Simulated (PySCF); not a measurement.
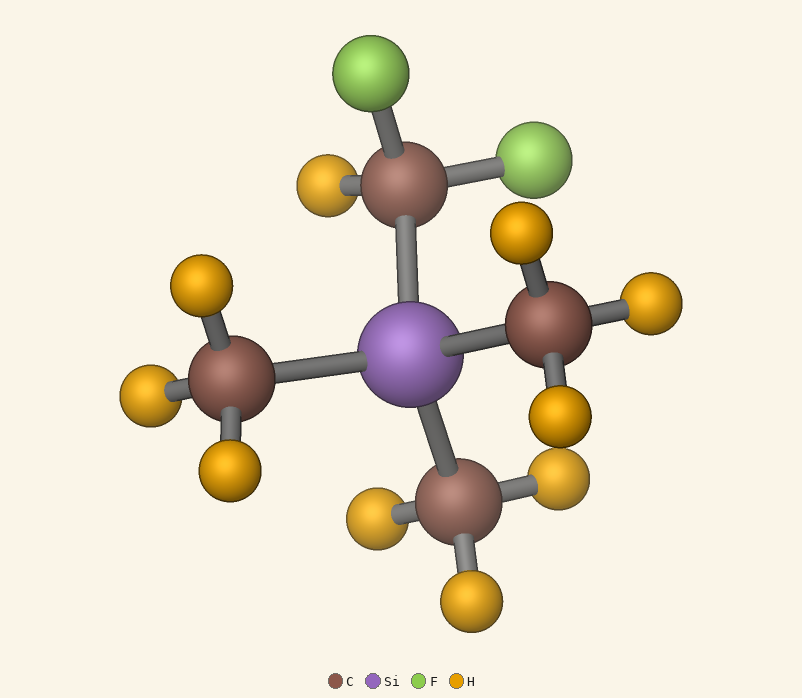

Computed geometry: PBE0-D3(BJ)/def2-SVP optimisation. No frequency run is at hand to confirm it as a minimum. Properties computed with B97-2/pcSseg-1, gas phase (PySCF 2.14.0).

What does the calculation give?

The species is C₄H₁₀F₂Si (`C[Si](C)(C)C(F)F`).
- dipole moment: 2.41 D
- HOMO energy (Kohn–Sham orbital): −7.76 eV
- LUMO energy (Kohn–Sham orbital): 1.10 eV
- HOMO–LUMO gap: 8.86 eV
